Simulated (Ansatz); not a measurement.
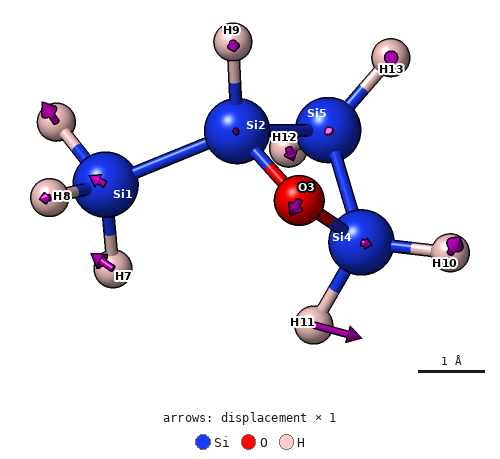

A relaxation of Si4H8O (coarse preliminary run). The starting structure is drawn; purple arrows show the displacements, at their true length. The two geometries are superimposed by the best rigid fit.

A ball-and-stick model, seen at a tilt.

The start comes from a force field.

The calculation used RKS PBE-D4/def2-SVP (Ansatz). Settings: force threshold 0.03 eV/Å; at most 200 steps.

> Which element moves most?

Hydrogen: up to 0.78 Å, against 0.33 Å for oxygen.

> What did the optimiser do to the structure, and how much energy did it gain?

The atom that moves furthest after the best rigid fit is an H atom (0.78 Å). By element the largest moves are H 0.78 Å, O 0.33 Å, Si 0.30 Å. Among the contacts that change: Si–Si 2.245 → 2.373 Å, Si–Si 2.231 → 2.352 Å, Si–Si 2.263 → 2.376 Å, H–Si 1.418 → 1.505 Å. Among the angles between lasting bonds that change: Si–O–Si 100.0° → 107.5°, H–Si–H 116.0° → 108.6°, O–Si–H 104.1° → 111.0°. Over 10 geometry steps the energy falls by 59.0 kJ/mol. The largest force component goes from 2.6 to 0.012 eV/Å. The forces were under the threshold at step 6, but the run went on from there.
